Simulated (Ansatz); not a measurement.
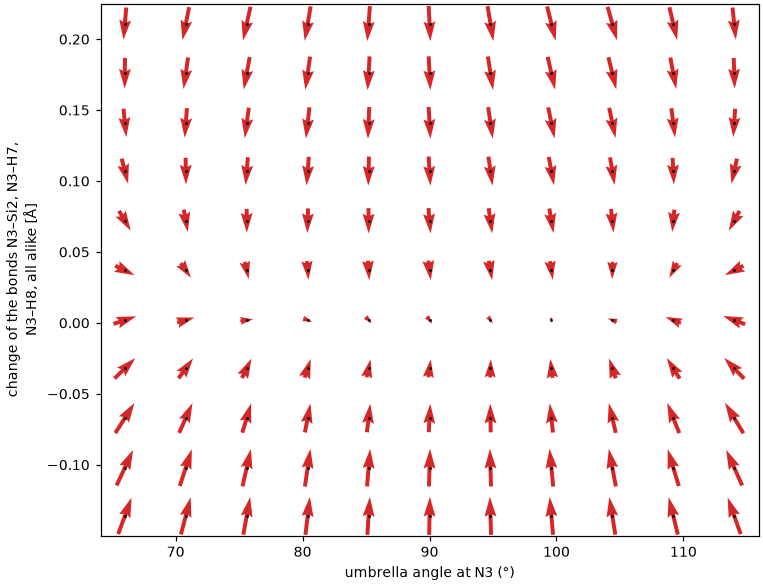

H₅N₂Si, SMILES [NH][SiH2]N, spin multiplicity 2. Coordinates scanned: (1) umbrella angle at N3 (between each of its bonds and their common axis; 90 is planar); (2) change of the bonds N3–Si2, N3–H7, N3–H8, all alike. Nothing is relaxed (all other coordinates rigid). Grid: 11 × 11 points. Points are written as (first, second). Computed with Ansatz 0.2.0, UKS PBE0-D4/def2-TZVP.

The picture shows dots at the grid points, arrows along the force (downhill), their lengths compressed.

The arrows alone are given. Where is the energy lowest?

The arrows converge at (99.6°, 0.002 Å) (read from the interpolated surface).

The energy map of the same scan:

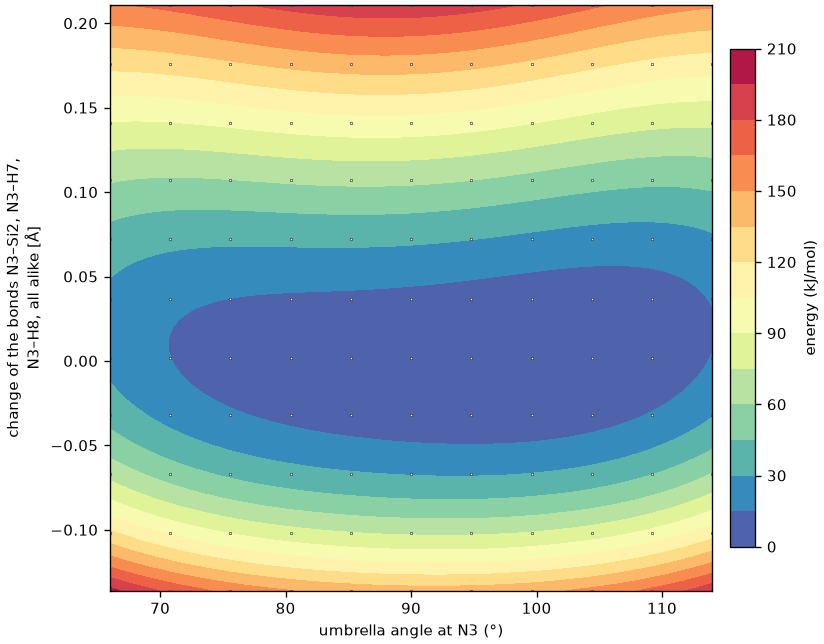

Energies are in kJ/mol, from the relaxed molecule at the same level; between grid points the surface is interpolated.
